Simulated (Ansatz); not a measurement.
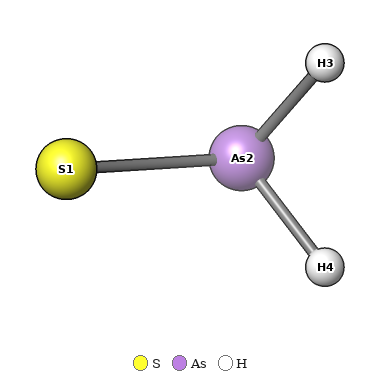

The system is AsH2S, SMILES [S-][AsH2], charge −1; the picture shows the reference structure. 
- The first coordinate is: umbrella angle at As2 (between each of its bonds and their common axis; 90 is planar); the second: change of the bonds As2–S1, As2–H3, As2–H4, all alike.
- Nothing is relaxed (all other coordinates rigid).
- The grid has 15 × 15 points; 120 points were computed and 105 follow by symmetry.
- Points are written as (first, second).
- All energies are given in kcal/mol relative to the lowest grid point.
- Energies and slopes of some neighbouring points disagree (a jump in structure or state, or too coarse a mesh).
- All numbers below come from RKS SPW92 (LDA)/def2-TZVPD in Ansatz.

Its coordinates:

```json
{"atom": "S", "x (Å)": "-1.6403", "y (Å)": "0.0541", "z (Å)": "0.9344"}
{"atom": "As", "x (Å)": "0.1222", "y (Å)": "-0.6193", "z (Å)": "-0.1387"}
{"atom": "H", "x (Å)": "0.2292", "y (Å)": "0.3878", "z (Å)": "-1.3339"}
{"atom": "H", "x (Å)": "1.2888", "y (Å)": "0.1774", "z (Å)": "0.5382"}
```

Range: umbrella angle at As2 (between each of its bonds and their common axis; 90 is planar) from 48.9 to 131.1°; change of the bonds As2–S1, As2–H3, As2–H4, all alike from −0.194 to 0.301 Å.

Question: What landscape does the calculation give?

Answer: The lowest grid point is at (60.7°, 0.018 Å). The same energy is found at (119.3°, 0.018 Å). The highest grid point, (90.0°, 0.301 Å), lies 81.6 kcal/mol above the lowest.

| second ↓, first → | 48.9 | 54.8 | 60.7 | 66.5 | 72.4 | 78.3 | 84.1 | 90.0 | 95.9 | 101.7 | 107.6 | 113.5 | 119.3 | 125.2 | 131.1 |
| --- | --- | --- | --- | --- | --- | --- | --- | --- | --- | --- | --- | --- | --- | --- | --- |
| 0.301 | 39.6 | 32.6 | 30.4 | 32.9 | 39.8 | 50.7 | 64.8 | 81.6 | 64.8 | 50.7 | 39.8 | 32.9 | 30.4 | 32.6 | 39.6 |
| 0.265 | 34.2 | 26.9 | 24.7 | 27.3 | 34.5 | 45.8 | 60.3 | 75.0 | 60.3 | 45.8 | 34.5 | 27.3 | 24.7 | 26.9 | 34.2 |
| 0.230 | 29.3 | 21.7 | 19.5 | 22.2 | 29.6 | 41.2 | 55.9 | 68.7 | 55.9 | 41.2 | 29.6 | 22.2 | 19.5 | 21.7 | 29.3 |
| 0.194 | 24.7 | 16.8 | 14.5 | 17.3 | 25.0 | 36.8 | 51.5 | 62.6 | 51.5 | 36.8 | 25.0 | 17.3 | 14.5 | 16.8 | 24.7 |
| 0.159 | 20.8 | 12.6 | 10.2 | 13.0 | 20.9 | 32.9 | 47.3 | 56.9 | 47.3 | 32.9 | 20.9 | 13.0 | 10.2 | 12.6 | 20.8 |
| 0.124 | 17.5 | 9.0 | 6.4 | 9.3 | 17.2 | 29.3 | 43.4 | 51.7 | 43.4 | 29.3 | 17.2 | 9.3 | 6.4 | 9.0 | 17.5 |
| 0.088 | 15.0 | 6.1 | 3.3 | 6.2 | 14.2 | 26.2 | 39.6 | 47.0 | 39.6 | 26.2 | 14.2 | 6.2 | 3.3 | 6.1 | 15.0 |
| 0.053 | 13.4 | 4.2 | 1.2 | 4.0 | 11.9 | 23.8 | 36.6 | 43.1 | 36.6 | 23.8 | 11.9 | 4.0 | 1.2 | 4.2 | 13.4 |
| 0.018 | 13.0 | 3.2 | 0.0 | 2.7 | 10.5 | 22.2 | 34.2 | 40.1 | 34.2 | 22.2 | 10.5 | 2.7 | 0.0 | 3.2 | 13.0 |
| −0.018 | 13.8 | 3.6 | 0.0 | 2.5 | 10.2 | 21.5 | 32.8 | 38.1 | 32.8 | 21.5 | 10.2 | 2.5 | 0.0 | 3.6 | 13.8 |
| −0.053 | 16.1 | 5.3 | 1.4 | 3.7 | 11.2 | 22.0 | 32.6 | 37.4 | 32.6 | 22.0 | 11.2 | 3.7 | 1.4 | 5.3 | 16.1 |
| −0.088 | 20.1 | 8.8 | 4.5 | 6.4 | 13.6 | 24.0 | 33.9 | 38.2 | 33.9 | 24.0 | 13.6 | 6.4 | 4.5 | 8.8 | 20.1 |
| −0.124 | 26.4 | 14.4 | 9.6 | 11.2 | 18.0 | 27.8 | 37.0 | 41.0 | 37.0 | 27.8 | 18.0 | 11.2 | 9.6 | 14.4 | 26.4 |
| −0.159 | 34.8 | 22.1 | 16.8 | 18.0 | 24.3 | 33.6 | 42.1 | 45.8 | 42.1 | 33.6 | 24.3 | 18.0 | 16.8 | 22.1 | 34.8 |
| −0.194 | 46.0 | 32.5 | 26.6 | 27.3 | 33.2 | 41.8 | 49.7 | 53.1 | 49.7 | 41.8 | 33.2 | 27.3 | 26.6 | 32.5 | 46.0 |

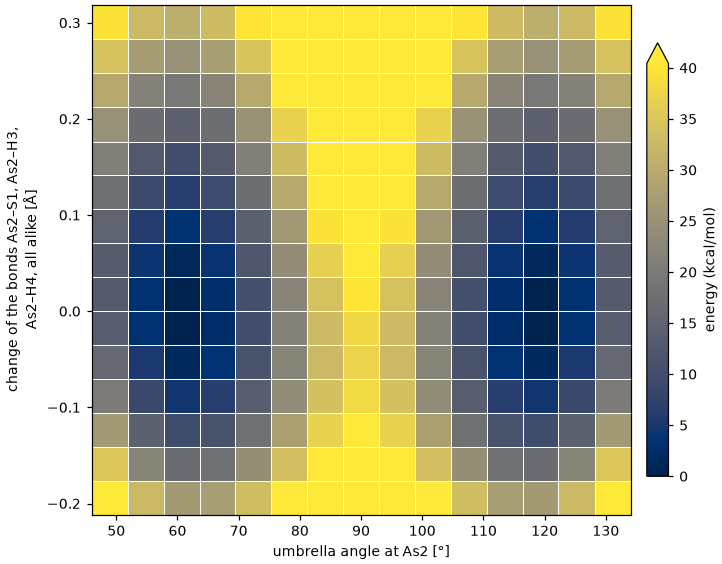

The picture shows one coloured cell a grid point, one colour for all values above the top of the scale.

Each point was launched as `ansatz run input.yaml --threads 1 --pin off --max-ram 2560MiB --backend cpu --events-out ev --progress --plain --runs-dir out`. The whole map (120 points run) took 7.1 min on 1 thread of Arm Neoverse N1 (shared host).
